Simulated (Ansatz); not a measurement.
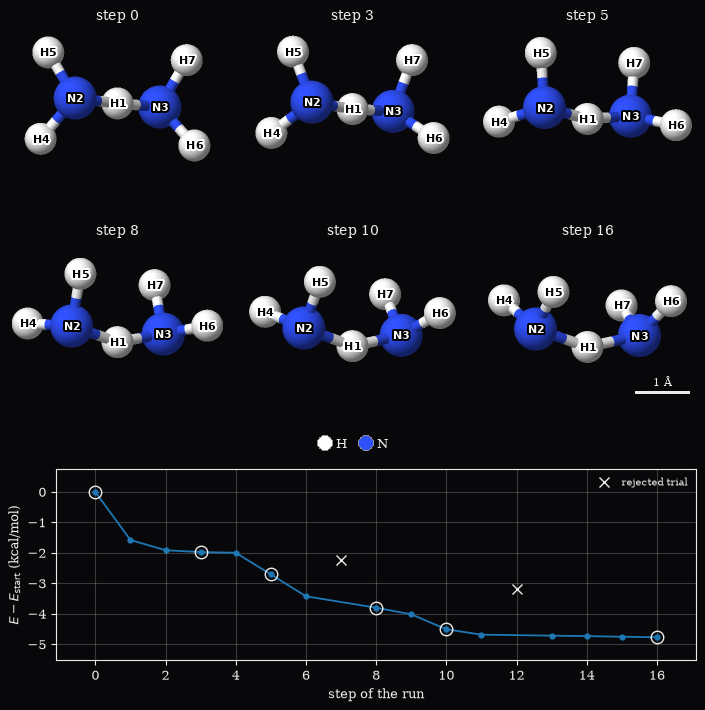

Frames of a constrained relaxation of N₂H₅ (multiplicity 2), marked on the history of the run. A ball-and-stick model, seen at a tilt.

The reaction that was planned forms H1–N3 and breaks H1–N2 (atoms numbered from 1 in input order).

Computed with Ansatz, UKS PBE0-D4/def2-SVP.

Input
```yaml
crystal:
  periodic: [false, false, false]
  atoms:
    - {symbol: H, position_ang: [-0.044400, 0.022600, -0.002900]}
    - {symbol: N, position_ang: [0.218600, 0.366300, -1.141800]}
    - {symbol: N, position_ang: [-0.279300, -0.335700, 1.138000]}
    - {symbol: H, position_ang: [-0.657000, 0.230300, -1.639700]}
    - {symbol: H, position_ang: [0.857600, -0.349600, -1.476800]}
    - {symbol: H, position_ang: [-0.733500, 0.473400, 1.552900]}
    - {symbol: H, position_ang: [0.637900, -0.407300, 1.570400]}
basis:
  gaussian: {orbitals: def2-SVP}
magnetization: {spin_polarized: true, initial_magnetization: 1}
hamiltonian: {xc: pbe0, dispersion: d4}
relax: {f_tol: 0.04, max_steps: 150, escape_saddle: false, constraints: [{distance: [0, 2]}, {distance: [0, 1]}]}
```

Command:
```bash
ansatz run in.yaml --threads 2 --pin off --events-out ev --progress --plain --max-ram 4352MiB
```

> What happens along the run?

The largest moves after the best rigid fit, 1.23 Å, are those of H4 and H6. Largest moves by element: H 1.23 Å, N 0.41 Å. Among the contacts that change: N2–H4 1.016 → 1.026 Å. Among the angles between lasting bonds that change: N2–H1–N3 178.5° → 153.8°, H6–N3–H7 106.6° → 103.8°, H1–N3–H6 103.5° → 106.1°. Over 14 accepted moves (16 points after the start) the energy falls by 4.76 kcal/mol. The largest force component goes from 1 to 0.023 eV/Å. The line search rejected the trial steps at points 7, 12 of the run. The forces were under the threshold at step 11, but the run went on from there. Cost: 14 s on 2 threads of Arm Neoverse V2, on a shared host. From step 0 to 3: H atoms move most (0.22 Å), energy −1.97 kcal/mol. From step 3 to 5: H atoms move most (0.31 Å), energy −0.73 kcal/mol. From step 5 to 8: H atoms move most (0.29 Å), energy −1.09 kcal/mol. From step 8 to 10: H atoms move most (0.25 Å), energy −0.71 kcal/mol. From step 10 to 16: H atoms move most (0.24 Å), energy −0.26 kcal/mol.
